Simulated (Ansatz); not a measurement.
**Effect of 5 layers on LiBr**

Consider LiBr in the rock salt structure (space group Fm-3m, No. 225; a = 5.411 Å). Axes: x, y, z lie along the cube axes.

Modification: a free-standing slab of 5 layers (10 atoms, 2 a layer) is cut normal to the z axis, with 15 Å of vacuum and the in-plane cell held at bulk.

Calculations: PBEsol (Ansatz, an electronic-structure program), no spin-orbit coupling. Γ-centred 9×9×1 mesh, Fermi–Dirac width 0.05 eV, for the changed cell.

| quantity | base | changed | shift |
|---|---|---|---|
| layer's space group (with vacuum) | – | P4/mmm (No. 123) | – |
| shortest interatomic distance | 2.706 Å | 2.572 Å | -0.1334 Å |
| band gap | 4.98 eV | 4.92 eV | -0.06 eV |
| gap character | – | indirect, k = (0, 0.222, 0) in the run's primitive reciprocal basis → Γ | – |
| excess energy per area of both faces (slab less bulk energy over the cell's area: twice a surface energy) | – | 0.30 J/m² | – |
| change of the spacing d12 from its bulk value of 2.706 Å | – | -2.6 % | – |
| change of the spacing d23 from its bulk value of 2.706 Å | – | +1.0 % | – |

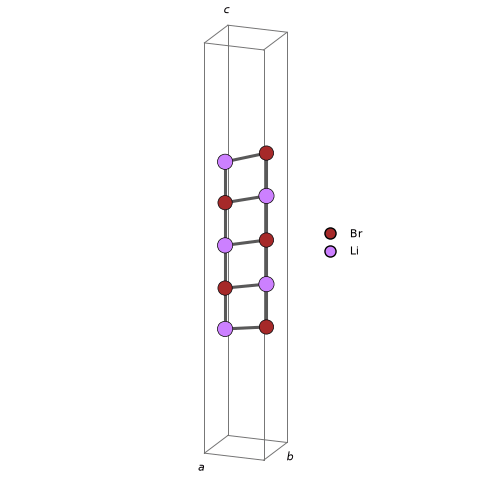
Figure: The relaxed cell after the change

The excess energy carries the mismatch between the slab's and the bulk's meshes. Stability against distortions was not tested. k-point labels follow each cell's own Brillouin zone.
